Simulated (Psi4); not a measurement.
# SiPH5 (SMILES [SiH3]P) at PBE0/def2-SV(P) (sweep point 1)

Aim: the vertical ionisation energy of SiPH5 at PBE0/def2-SV(P) (sweep point 1), from 2 runs. 

The results are computed with Psi4 1.11.

## 1. The system as given

The species is SiPH5 (7 atoms), meant as a singlet with charge 0. SMILES: `[SiH3]P`. The shape is that of a GFN2-xTB optimisation.

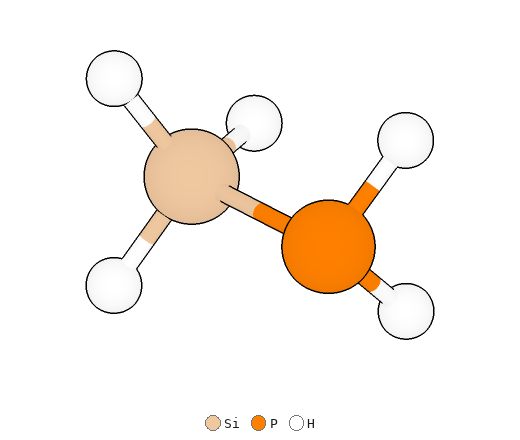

Viewed from a chosen angle; silicon light orange, phosphorus orange, hydrogen white.

## 2. The energy at PBE0/def2-SV(P) (sweep point 1)

File input.in:

```
memory 1.6 GB

molecule molecule1 {
  0 1
  Si    -0.640830    -0.361550    -0.395920
  P      1.061310    -0.009120     1.007680
  H     -1.825500    -0.602940     0.426340
  H     -0.298920    -1.544330    -1.184630
  H     -0.890510     0.768910    -1.293660
  H      0.664680     1.260240     1.387120
  H      1.929760     0.488790     0.053060
  units angstrom
  symmetry c1
}

set puream true
set scf_type pk
set dft_radial_points 99
set dft_spherical_points 590

energy("pbe0/def2-SV(P)")
```

The run is started by

```sh
psi4 input.in input.out -n 1
```

input.out, cut to the lines that bear on the results:

```text
[...]
  Running in c1 symmetry.
[...]
  Nuclear repulsion =   91.502975466955917
[...]
  Multiplicity = 1
[...]
  Nalpha       = 17
  Nbeta        = 17
[...]
    Number of basis functions: 46
[...]
   @RKS iter   1:  -633.33081492105612   -2.59790e-01   4.98399e-03 DIIS/ADIIS
[...]
   @RKS iter   7:  -633.36833540877126   -8.77606e-09   6.51879e-07 DIIS
[...]
    Orbital Energies [Eh]
    ---------------------
    Doubly Occupied:
       1A    -77.181216     2A    -66.234114     3A     -6.602274
       4A     -5.335136     5A     -4.741938     6A     -4.740897
       7A     -4.737785     8A     -3.672176     9A     -3.671271
      10A     -3.671212    11A     -0.674794    12A     -0.546638
      13A     -0.416204    14A     -0.381810    15A     -0.364953
      16A     -0.342366    17A     -0.274693
[...]
  @RKS Final Energy:  -633.36833540877126
   => Energetics <=
    Nuclear Repulsion Energy =             91.5029754669559168
    One-Electron Energy =               -1058.0796142851352215
    Two-Electron Energy =                 367.7865288106421531
    DFT Exchange-Correlation Energy =     -34.5782254012340857
    Empirical Dispersion Energy =           0.0000000000000000
    VV10 Nonlocal Energy =                  0.0000000000000000
    Total Energy =                       -633.3683354087712587
[...]
 Multipole Moments:
 ------------------------------------------------------------------------------------
     Multipole            Electronic (a.u.)      Nuclear  (a.u.)        Total (a.u.)
 ------------------------------------------------------------------------------------
 L = 1.  Multiply by 2.5417464519 to convert [e a0] to [Debye]
 Dipole X            :          2.1452720           -2.2444638           -0.0991918
 Dipole Y            :         -0.6746057            0.9415574            0.2669517
 Dipole Z            :          2.4176556           -2.6650463           -0.2473907
 Magnitude           :                                                    0.3772325
[...]
```

Run time: 14 s. Hardware: 1 thread of Intel Xeon at 2.70GHz, shared host; peak memory 0.7 GiB.

## 3. The doublet cation, same level

File job.inp:

```
memory 1600 mb

molecule {
  1 2
  Si    -0.640830    -0.361550    -0.395920
  P      1.061310    -0.009120     1.007680
  H     -1.825500    -0.602940     0.426340
  H     -0.298920    -1.544330    -1.184630
  H     -0.890510     0.768910    -1.293660
  H      0.664680     1.260240     1.387120
  H      1.929760     0.488790     0.053060
  symmetry c1
}

set {
  basis                def2-SV(P)
  reference            uks
  puream               true
  scf_type             pk
  dft_radial_points    99
  dft_spherical_points 590
  maxiter              150
}

result = energy("pbe0")
```

The run is started by

```sh
psi4 -i job.inp -o job.out -n 1
```

job.out, cut to the lines that bear on the results:

```text
[...]
  Running in c1 symmetry.
[...]
  Nuclear repulsion =   91.502975466955917
[...]
  Multiplicity = 2
[...]
  Nalpha       = 17
  Nbeta        = 16
[...]
    Number of basis functions: 46
[...]
   @UKS iter   1:  -632.98023078258211    9.07938e-02   3.76329e-03 ADIIS/DIIS
[...]
   @UKS iter   9:  -633.00929665793649   -6.70428e-08   8.33954e-07 DIIS
[...]
   @S^2 Observed:                7.548385263E-01
[...]
    Orbital Energies [Eh]
    ---------------------
    Alpha Occupied:
       1A    -77.497705     2A    -66.457682     3A     -6.917777
       4A     -5.559871     5A     -5.062617     6A     -5.054367
       7A     -5.052803     8A     -3.899909     9A     -3.894545
      10A     -3.894013    11A     -0.959437    12A     -0.771213
      13A     -0.675649    14A     -0.632289    15A     -0.582977
      16A     -0.569244    17A     -0.565844
    Alpha Virtual:
      18A     -0.212582    19A     -0.212194    20A     -0.169523
      21A     -0.146999    22A     -0.141648    23A     -0.085002
      24A      0.044679    25A      0.095539    26A      0.100508
[...]
  @UKS Final Energy:  -633.00929665793649
   => Energetics <=
    Nuclear Repulsion Energy =             91.5029754669559168
    One-Electron Energy =               -1049.2970255099344286
    Two-Electron Energy =                 359.1380681838570581
    DFT Exchange-Correlation Energy =     -34.3533147988150276
    Empirical Dispersion Energy =           0.0000000000000000
    VV10 Nonlocal Energy =                  0.0000000000000000
    Total Energy =                       -633.0092966579364884
[...]
 Multipole Moments:
 ------------------------------------------------------------------------------------
     Multipole            Electronic (a.u.)      Nuclear  (a.u.)        Total (a.u.)
 ------------------------------------------------------------------------------------
 L = 1.  Multiply by 2.5417464519 to convert [e a0] to [Debye]
 Dipole X            :          2.7796995           -2.2444638            0.5352357
 Dipole Y            :         -0.5141834            0.9415574            0.4273740
 Dipole Z            :          2.9239126           -2.6650463            0.2588663
 Magnitude           :                                                    0.7322141
[...]
```

Wall time 20 s (1 thread of Intel Xeon at 2.70GHz, shared host); peak memory 0.7 GiB.

## 4. What came out

At PBE0/def2-SV(P) (sweep point 1):

| quantity | value |
| --- | --- |
| singlet SiPH5: total energy | -633.36834 Eh |
| singlet SiPH5: dipole moment | 0.96 D |
| singlet SiPH5: HOMO energy | -7.47 eV |
| singlet SiPH5: LUMO energy | 0.86 eV |
| singlet SiPH5: HOMO–LUMO gap | 8.33 eV |
| doublet cation: total energy | -633.00930 Eh |
| doublet cation: HOMO energy (highest over α and β) | -15.34 eV |
| doublet cation: LUMO energy (lowest over α and β) | -11.96 eV |
| doublet cation: ⟨S²⟩ | 0.755 |
| vertical ionisation energy (to the doublet cation) | 9.770 eV |

In words: Removing an electron at fixed nuclei costs 9.77 eV (225 kcal/mol). −ε(HOMO) before ionisation, 7.47 eV, is 2.30 eV below this ionisation energy.
